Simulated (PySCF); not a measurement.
System: CH11NSi3.

Input

```
{"job": {"kind": "nmr", "xc": "PBE0", "basis": "pcSseg-1"}, "charge": 0, "multiplicity": 1}
C     -1.551416    -0.682823    -0.557874
N     -0.809357     0.320389     0.174395
Si    -0.890151     1.932334    -0.452888
Si     0.427483    -0.285491     1.246365
Si     2.251932    -1.101956     0.087116
H     -2.492956    -0.268819    -0.917721
H     -0.991907    -1.052725    -1.424106
H     -1.774922    -1.532623     0.087951
H     -0.257988     2.021299    -1.778195
H     -0.192874     2.781743     0.503877
H     -2.310499     2.273390    -0.572402
H      0.727766     0.841949     2.133412
H     -0.267525    -1.310051     2.047312
H      1.927225    -2.209359    -0.823755
H      3.285004    -1.623446     0.988314
H      2.912587    -0.094868    -0.753209
```

Run with:

```sh
OMP_NUM_THREADS=1 python probes_run.py task.json out
```

Geometry: GFN2-xTB.

Computed with PySCF 2.14.0, PBE0/pcSseg-1, SCF density, gas phase, non-relativistic.

Predict the electron density and electron localisation function between the atoms.

Answer. Si–N (1.73 Å): ρ at the midpoint is about 1.1 e/Å³; the ELF peaks at about 0.90 between the atoms (a polar covalent bond).

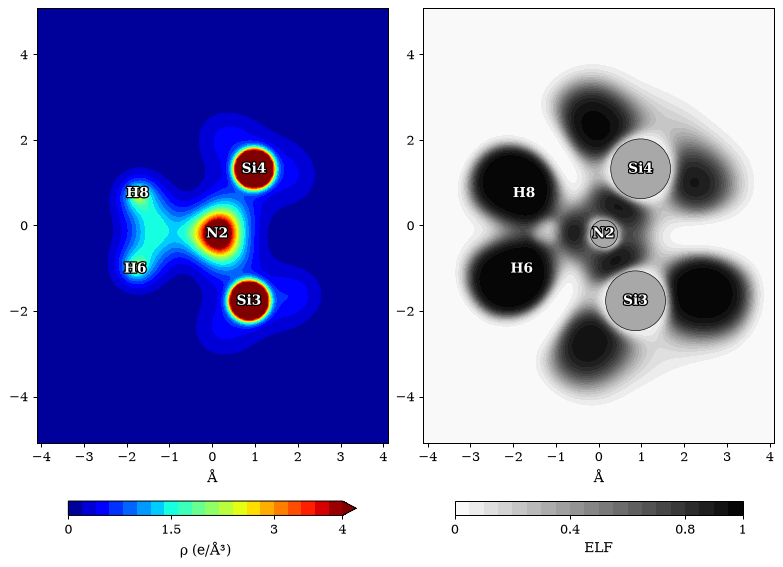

Computed electron density and electron localisation function on the plane of atoms Si3, N2 and Si4, in this order. Grey discs cover the atomic cores in the ELF map. 
